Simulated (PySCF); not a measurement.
# C₃H₈BFO: NMR shifts at several levels of theory, part 2 of 2

PySCF 2.14.0. Atoms count from 0.

### Step 8. Nuclear shieldings: KT2/pcSseg-1

What the job is given:

```
{"job": {"kind": "nmr", "xc": "KT2", "basis": "pcSseg-1", "pop": false}, "charge": 0, "multiplicity": 1}
B      2.581361     0.257342     0.141934
O      1.023420     0.586728     0.482353
C      0.252749     1.487783    -0.356810
C     -0.931259     0.523371    -0.306747
C      0.022166    -0.435185     0.395451
F     -0.346656    -0.841235     1.612049
H      2.543450    -0.125506    -1.025507
H      3.139137     1.328390     0.303994
H      2.863092    -0.608151     0.952059
H      0.147909     2.467888     0.125758
H      0.743793     1.583776    -1.334879
H     -1.744650     0.836692     0.360083
H     -1.332358     0.182958    -1.268468
H      0.412368    -1.292408    -0.175256
```

Level: GIAO KT2/pcSseg-1 NMR shielding, non-relativistic, gas phase.

The log of the run:

```text
coarse grid: 11480 points
cycle   1  E = -323.6744167017  dE =  6.341e-01  |g| = 7.766e-01  |ddm| = 3.084e+00
cycle   2  E = -323.4490527817  dE =  2.254e-01  |g| = 1.383e+00  |ddm| = 1.574e+00
cycle   3  E = -323.7874017528  dE = -3.383e-01  |g| = 1.457e-01  |ddm| = 1.046e+00
cycle   4  E = -323.7917674882  dE = -4.366e-03  |g| = 5.619e-02  |ddm| = 1.421e-01
cycle   5  E = -323.7923792140  dE = -6.117e-04  |g| = 1.913e-02  |ddm| = 4.321e-02
cycle   6  E = -323.7924384013  dE = -5.919e-05  |g| = 7.183e-03  |ddm| = 1.888e-02
cycle   7  E = -323.7924488187  dE = -1.042e-05  |g| = 1.514e-03  |ddm| = 6.113e-03
cycle   8  E = -323.7924493577  dE = -5.389e-07  |g| = 2.714e-04  |ddm| = 1.547e-03
final grid: 110624 points
cycle   9  E = -323.8761979395  dE = -1.623e-04  |g| = 3.035e-02  |ddm| = 5.188e-02
cycle  10  E = -323.8757520768  dE =  4.459e-04  |g| = 5.996e-02  |ddm| = 5.754e-02
cycle  11  E = -323.8763444684  dE = -5.924e-04  |g| = 3.692e-03  |ddm| = 4.050e-02
cycle  12  E = -323.8763469850  dE = -2.517e-06  |g| = 1.065e-03  |ddm| = 2.506e-03
cycle  13  E = -323.8763471594  dE = -1.744e-07  |g| = 2.381e-04  |ddm| = 8.165e-04
cycle  14  E = -323.8763471730  dE = -1.363e-08  |g| = 6.142e-05  |ddm| = 2.721e-04
cycle  15  E = -323.8763471738  dE = -8.009e-10  |g| = 1.201e-05  |ddm| = 5.777e-05
converged SCF energy = -323.8763471738

GIAO shielding tensors (ppm)
atom      isotropic    diamagn.    paramagn.     s11        s22        s33       span
  0 B       99.519     191.863     -92.344     74.944     75.668    147.944     73.000
  1 O      228.075     402.218    -174.142    150.779    205.843    327.605    176.826
  2 C      107.963     249.556    -141.593     71.800     82.874    169.216     97.417
  3 C      154.133     255.004    -100.871    138.918    145.067    178.413     39.494
  4 C       62.098     244.990    -182.892     45.134     59.659     81.502     36.368
  5 F      268.168     473.105    -204.937    178.571    271.827    354.106    175.535
  6 H       28.029      30.422      -2.393     24.957     26.016     33.114      8.157
  7 H       27.937      29.008      -1.071     24.896     26.072     32.843      7.946
  8 H       27.765      29.444      -1.679     24.493     25.885     32.916      8.424
  9 H       26.554      28.941      -2.387     23.830     24.613     31.218      7.389
 10 H       26.929      30.049      -3.120     24.705     26.252     29.830      5.126
 11 H       28.750      30.030      -1.280     26.215     27.134     32.901      6.686
 12 H       28.668      30.230      -1.562     25.289     27.278     33.437      8.149
 13 H       25.575      30.693      -5.118     23.252     26.482     26.991      3.740
```

It took 28 s on 1 thread of Arm Neoverse N1, shared host; peak memory 0.61 GiB.

This run: δ C4 121.1, C2 75.3, C3 29.1, B0 0.4, H13 5.60, H9 4.63 ppm.

### Step 9. Shielding tensors: KT3/pcSseg-1

The job, as its differences from that of step 8:

```diff
@@ -1,2 +1,2 @@
-{"job": {"kind": "nmr", "xc": "KT2", "basis": "pcSseg-1", "pop": false}, "charge": 0, "multiplicity": 1}
+{"job": {"kind": "nmr", "xc": "KT3", "basis": "pcSseg-1", "pop": false}, "charge": 0, "multiplicity": 1}
 B      2.581361     0.257342     0.141934
```

With the program's defaults for keys left out, this is: GIAO KT3/pcSseg-1 NMR shielding, non-relativistic, gas phase.

The log of the run:

```text
coarse grid: 11480 points
cycle   1  E = -323.3032165275  dE =  6.078e-01  |g| = 7.775e-01  |ddm| = 3.100e+00
cycle   2  E = -323.0878513676  dE =  2.154e-01  |g| = 1.361e+00  |ddm| = 1.594e+00
cycle   3  E = -323.4172238460  dE = -3.294e-01  |g| = 1.455e-01  |ddm| = 1.047e+00
cycle   4  E = -323.4216495245  dE = -4.426e-03  |g| = 5.532e-02  |ddm| = 1.419e-01
cycle   5  E = -323.4222368220  dE = -5.873e-04  |g| = 1.867e-02  |ddm| = 4.210e-02
cycle   6  E = -323.4222947748  dE = -5.795e-05  |g| = 6.926e-03  |ddm| = 1.887e-02
cycle   7  E = -323.4223045039  dE = -9.729e-06  |g| = 1.538e-03  |ddm| = 5.903e-03
final grid: 110624 points
cycle   8  E = -323.4979852123  dE = -1.304e-04  |g| = 3.217e-02  |ddm| = 5.477e-02
cycle   9  E = -323.4974575110  dE =  5.277e-04  |g| = 6.467e-02  |ddm| = 5.683e-02
cycle  10  E = -323.4981410095  dE = -6.835e-04  |g| = 3.760e-03  |ddm| = 4.123e-02
cycle  11  E = -323.4981438928  dE = -2.883e-06  |g| = 9.713e-04  |ddm| = 3.220e-03
cycle  12  E = -323.4981440329  dE = -1.401e-07  |g| = 2.376e-04  |ddm| = 7.606e-04
cycle  13  E = -323.4981440470  dE = -1.415e-08  |g| = 4.140e-05  |ddm| = 2.319e-04
cycle  14  E = -323.4981440475  dE = -4.273e-10  |g| = 1.225e-05  |ddm| = 4.198e-05
converged SCF energy = -323.4981440475

GIAO shielding tensors (ppm)
atom      isotropic    diamagn.    paramagn.     s11        s22        s33       span
  0 B      100.632     190.973     -90.341     77.336     78.074    146.488     69.152
  1 O      226.789     401.958    -175.169    152.680    205.235    322.453    169.773
  2 C      108.717     248.779    -140.062     74.163     84.897    167.091     92.928
  3 C      153.206     254.441    -101.234    138.704    144.537    176.377     37.673
  4 C       64.489     244.776    -180.287     47.207     62.907     83.352     36.144
  5 F      274.395     473.024    -198.629    186.827    283.274    353.084    166.257
  6 H       28.331      30.578      -2.248     25.394     26.291     33.306      7.912
  7 H       28.254      29.166      -0.912     25.329     26.382     33.052      7.723
  8 H       28.087      29.654      -1.567     24.947     26.202     33.113      8.166
  9 H       26.753      29.007      -2.254     24.049     24.830     31.380      7.332
 10 H       27.089      30.113      -3.025     24.883     26.348     30.035      5.152
 11 H       28.894      30.190      -1.296     26.383     27.321     32.979      6.597
 12 H       28.827      30.492      -1.665     25.513     27.445     33.523      8.010
 13 H       25.716      30.950      -5.234     23.350     26.610     27.187      3.837
```

Wall time 27 s (1 thread of Arm Neoverse N1, shared host); peak memory 0.61 GiB.

Key values: δ C4 117.8, C2 73.6, C3 29.1, B0 -0.1, H13 5.60, H9 4.57 ppm.

### Step 10. Nuclear shieldings: B97-D/pcSseg-1

The job, as its differences from that of step 9:

```diff
@@ -1,2 +1,2 @@
-{"job": {"kind": "nmr", "xc": "KT3", "basis": "pcSseg-1", "pop": false}, "charge": 0, "multiplicity": 1}
+{"job": {"kind": "nmr", "xc": "B97-D", "basis": "pcSseg-1", "pop": false}, "charge": 0, "multiplicity": 1}
 B      2.581361     0.257342     0.141934
```

With the program's defaults for keys left out, this is: GIAO B97-D/pcSseg-1 NMR shielding, non-relativistic, gas phase.

The log of the run:

```text
coarse grid: 11480 points
cycle   1  E = -318.5946767078  dE =  5.705e-01  |g| = 7.307e-01  |ddm| = 3.124e+00
cycle   2  E = -318.4015520283  dE =  1.931e-01  |g| = 1.294e+00  |ddm| = 1.439e+00
cycle   3  E = -318.6966023083  dE = -2.951e-01  |g| = 1.493e-01  |ddm| = 9.196e-01
cycle   4  E = -318.7010019099  dE = -4.400e-03  |g| = 5.821e-02  |ddm| = 1.328e-01
cycle   5  E = -318.7015918718  dE = -5.900e-04  |g| = 1.962e-02  |ddm| = 4.174e-02
cycle   6  E = -318.7016561553  dE = -6.428e-05  |g| = 6.357e-03  |ddm| = 1.862e-02
cycle   7  E = -318.7016644577  dE = -8.302e-06  |g| = 1.505e-03  |ddm| = 5.454e-03
final grid: 110624 points
cycle   8  E = -318.7542815363  dE = -6.916e-05  |g| = 2.099e-02  |ddm| = 3.839e-02
cycle   9  E = -318.7540907611  dE =  1.908e-04  |g| = 4.061e-02  |ddm| = 3.572e-02
cycle  10  E = -318.7543456267  dE = -2.549e-04  |g| = 2.369e-03  |ddm| = 2.540e-02
cycle  11  E = -318.7543466403  dE = -1.014e-06  |g| = 7.336e-04  |ddm| = 1.746e-03
cycle  12  E = -318.7543467277  dE = -8.737e-08  |g| = 9.980e-05  |ddm| = 4.961e-04
cycle  13  E = -318.7543467300  dE = -2.308e-09  |g| = 3.157e-05  |ddm| = 1.105e-04
cycle  14  E = -318.7543467303  dE = -2.674e-10  |g| = 7.312e-06  |ddm| = 3.376e-05
converged SCF energy = -318.7543467303

GIAO shielding tensors (ppm)
atom      isotropic    diamagn.    paramagn.     s11        s22        s33       span
  0 B       98.536     189.674     -91.138     75.619     76.446    143.543     67.924
  1 O      229.994     402.456    -172.462    156.884    206.411    326.687    169.803
  2 C      104.190     248.564    -144.375     67.880     80.603    164.085     96.205
  3 C      150.462     254.179    -103.717    136.004    141.676    173.707     37.703
  4 C       58.614     244.331    -185.718     40.377     57.291     78.174     37.797
  5 F      280.157     472.395    -192.238    195.800    283.444    361.226    165.426
  6 H       28.455      30.584      -2.129     25.494     26.381     33.490      7.996
  7 H       28.367      29.216      -0.850     25.433     26.485     33.182      7.748
  8 H       28.193      29.630      -1.437     25.041     26.300     33.238      8.197
  9 H       26.805      28.972      -2.166     24.114     24.904     31.399      7.286
 10 H       27.143      30.118      -2.975     24.886     26.414     30.129      5.242
 11 H       28.988      30.176      -1.188     26.469     27.423     33.072      6.603
 12 H       28.940      30.413      -1.473     25.653     27.566     33.600      7.947
 13 H       25.745      30.816      -5.071     23.401     26.642     27.192      3.791
```

It took 27 s on 1 thread of Arm Neoverse N1, shared host; peak memory 0.61 GiB.

Key values: δ C4 120.6, C2 75.0, C3 28.7, B0 -0.3, H13 5.67, H9 4.60 ppm.

### Step 11. Nuclear shieldings: B3LYP/pcSseg-1

The job, as its differences from that of step 10:

```diff
@@ -1,2 +1,2 @@
-{"job": {"kind": "nmr", "xc": "B97-D", "basis": "pcSseg-1", "pop": false}, "charge": 0, "multiplicity": 1}
+{"job": {"kind": "nmr", "xc": "B3LYP", "basis": "pcSseg-1", "pop": false}, "charge": 0, "multiplicity": 1}
 B      2.581361     0.257342     0.141934
```

Method: GIAO B3LYP/pcSseg-1 NMR shielding, non-relativistic, gas phase.

The log of the run:

```text
coarse grid: 11480 points
cycle   1  E = -318.8195290706  dE =  6.882e-01  |g| = 6.714e-01  |ddm| = 3.070e+00
cycle   2  E = -318.7398717373  dE =  7.966e-02  |g| = 9.923e-01  |ddm| = 1.058e+00
cycle   3  E = -318.9064964468  dE = -1.666e-01  |g| = 9.707e-02  |ddm| = 5.999e-01
cycle   4  E = -318.9081526286  dE = -1.656e-03  |g| = 4.092e-02  |ddm| = 8.276e-02
cycle   5  E = -318.9084544036  dE = -3.018e-04  |g| = 1.227e-02  |ddm| = 2.777e-02
cycle   6  E = -318.9084788344  dE = -2.443e-05  |g| = 3.981e-03  |ddm| = 1.069e-02
cycle   7  E = -318.9084818009  dE = -2.966e-06  |g| = 7.884e-04  |ddm| = 3.027e-03
final grid: 110624 points
cycle   8  E = -318.9697887138  dE = -3.691e-05  |g| = 7.758e-03  |ddm| = 1.806e-02
cycle   9  E = -318.9697746631  dE =  1.405e-05  |g| = 1.195e-02  |ddm| = 1.033e-02
cycle  10  E = -318.9697996138  dE = -2.495e-05  |g| = 9.108e-04  |ddm| = 6.359e-03
cycle  11  E = -318.9697997812  dE = -1.674e-07  |g| = 2.741e-04  |ddm| = 8.583e-04
cycle  12  E = -318.9697997934  dE = -1.224e-08  |g| = 1.063e-04  |ddm| = 2.250e-04
cycle  13  E = -318.9697997951  dE = -1.656e-09  |g| = 2.291e-05  |ddm| = 6.997e-05
cycle  14  E = -318.9697997952  dE = -8.447e-11  |g| = 4.439e-06  |ddm| = 1.629e-05
converged SCF energy = -318.9697997952

GIAO shielding tensors (ppm)
atom      isotropic    diamagn.    paramagn.     s11        s22        s33       span
  0 B       97.545     188.721     -91.176     74.260     74.922    143.455     69.195
  1 O      236.529     403.352    -166.823    161.048    212.277    336.262    175.215
  2 C      104.326     247.883    -143.556     67.891     79.213    165.875     97.984
  3 C      150.616     253.541    -102.925    135.224    141.663    174.960     39.736
  4 C       58.287     243.205    -184.918     42.269     54.482     78.109     35.841
  5 F      289.587     472.625    -183.038    202.999    296.993    368.769    165.769
  6 H       28.494      30.398      -1.904     25.608     26.380     33.495      7.887
  7 H       28.380      29.135      -0.755     25.487     26.458     33.195      7.709
  8 H       28.203      29.463      -1.260     25.086     26.290     33.233      8.146
  9 H       26.796      28.875      -2.080     24.031     24.833     31.523      7.492
 10 H       27.109      29.952      -2.843     24.760     26.335     30.234      5.474
 11 H       28.917      29.977      -1.060     26.292     27.254     33.204      6.912
 12 H       28.913      30.200      -1.287     25.532     27.434     33.772      8.240
 13 H       25.818      30.538      -4.720     23.414     26.616     27.423      4.009
```

It took 18 s on 1 thread of Arm Neoverse N1, shared host; peak memory 0.72 GiB.

This run: δ C4 120.9, C2 74.9, C3 28.6, B0 0.3, H13 5.57, H9 4.59 ppm.

### Step 12. Run by run: NMR shifts

Shifts (ppm) of some atoms, chosen among heavy atoms and hydrogens apart, means over like atoms, with basis size and wall time:

```csv
run,C4,C2,H6,H11,B0,O1,F5,functions,time
HF/pcSseg-1,104.2,66.5,2.74,2.70,1.8,57.3,-93.3,142,8.3 s
LDA/pcSseg-1,128.9,78.8,3.41,2.39,0.0,108.8,-130.6,142,22 s
PBE/pcSseg-1,123.7,76.2,3.24,2.37,-1.2,104.9,-127.4,142,27 s
BLYP/pcSseg-1,124.9,76.9,3.11,2.36,-0.3,109.9,-125.9,142,28 s
BP86/pcSseg-1,123.9,76.4,3.22,2.40,-1.0,102.3,-129.3,142,27 s
OPBE/pcSseg-1,117.1,72.9,3.21,2.42,-2.3,96.3,-125.3,142,27 s
KT2/pcSseg-1,121.1,75.3,3.27,2.43,0.4,102.6,-129.6,142,28 s
KT3/pcSseg-1,117.8,73.6,3.10,2.43,-0.1,102.2,-124.9,142,27 s
B97-D/pcSseg-1,120.6,75.0,3.07,2.42,-0.3,100.4,-125.4,142,27 s
B3LYP/pcSseg-1,120.9,74.9,3.02,2.47,0.3,97.5,-117.7,142,18 s
```

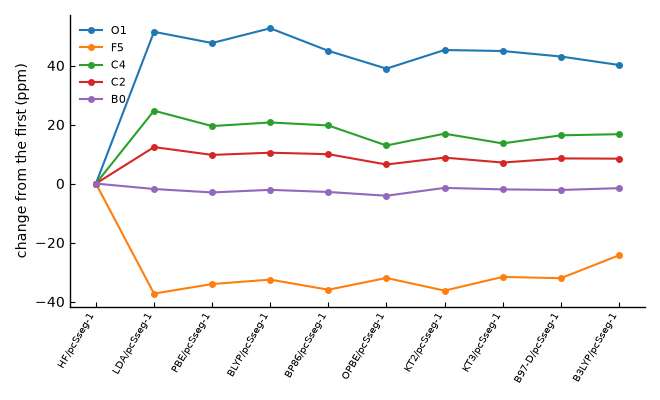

How five of the tabulated atoms move from run to run.

### Step 13. Summary of results

The summary covers parts 1 to 2.

| quantity | value |
| --- | --- |
| 13C shifts against TMS (HF/pcSseg-1) | 104.2, 66.5, 26.9 ppm |
| 1H shifts against TMS (HF/pcSseg-1, means over atoms taken as alike) | 5.36, 4.54, 4.31, 2.74, 2.70, 2.50 ppm |
| 11B shifts against BF3·OEt2 (HF/pcSseg-1) | 1.8 ppm |
| 17O shifts against H2O (HF/pcSseg-1) | 57.3 ppm |
| 19F shifts against CFCl3 (HF/pcSseg-1) | -93.3 ppm |
| range of the shift of O1 | 57.3 to 109.9 ppm |

Single values in the summary come from the first sound run of each kind (HF/pcSseg-1), which need not be the best level. H13 (hydrogen on an sp3 CH bonded to F and O) lies farthest downfield among hydrogen, at 5.36 ppm; its carbon carries F and O, hence the downfield position. At HF/pcSseg-1: The largest span, 172 ppm, is at O1, where the paramagnetic term is -132 ppm. Across the 10 runs the shift of O1 moves most, between 57.3 (HF/pcSseg-1) and 109.9 ppm (BLYP/pcSseg-1).
